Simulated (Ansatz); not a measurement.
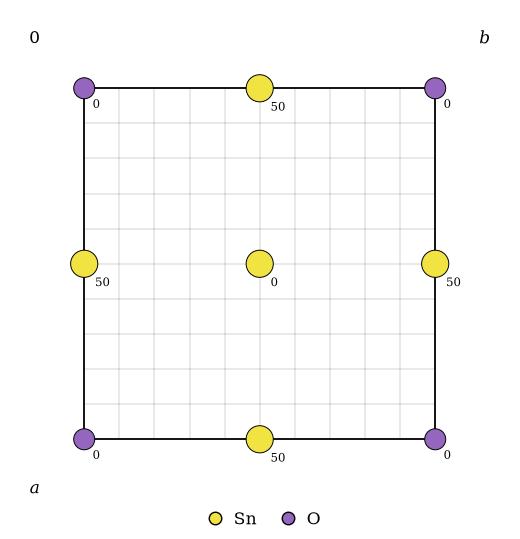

Plan of a unit cell projected along c (a down the page, b across); the numbers are heights in hundredths of c, and atoms on the cell's edges are repeated. The grid marks tenths of a and b. Source: coordinates from a relaxation with DFT r2SCAN, scalar-relativistic, plane waves, PAW in Ansatz; the starting structure was generated, so it need not be a known form of this composition. All values are computed from the atomic coordinates in the standard setting (tolerance 0.002 Å).

a = 4.416 Å, b = 4.416 Å, c = 4.416 Å, α = 90.00°, β = 90.00°, γ = 90.00°.

Q: What does the cell contain?

A: 3 Sn, 1 O: Sn3O, Z = 1.

Q: Which space group?

A: No. 221, Pm-3m, primitive cubic.

Q: Give the independent sites, coordinates to two places.

A:
```csv
atom,site,symmetry,x,y,z
Sn,3c,4/mm.m,0.00,0.50,0.50
O,1a,m-3m,0.00,0.00,0.00
```
